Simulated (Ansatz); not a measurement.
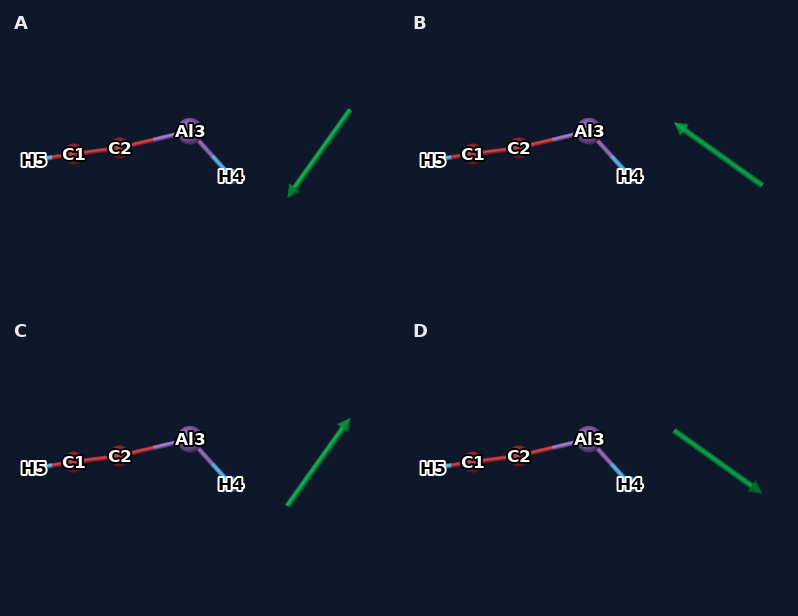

The same molecule four times, each with an arrow. State: neutral, doublet. The geometry was computed by an optimisation with PBE-D4/def2-SVP. No frequency run is at hand to confirm it as a minimum. Method: UKS PBE-D4/def2-SVP (Ansatz 0.2.0).

Which arrow points along the dipole moment, from the negative to the positive end?

B. The dipole moment is 0.66 D; it points from the side of H4 to the side of H5 (the outermost atoms at the two ends).
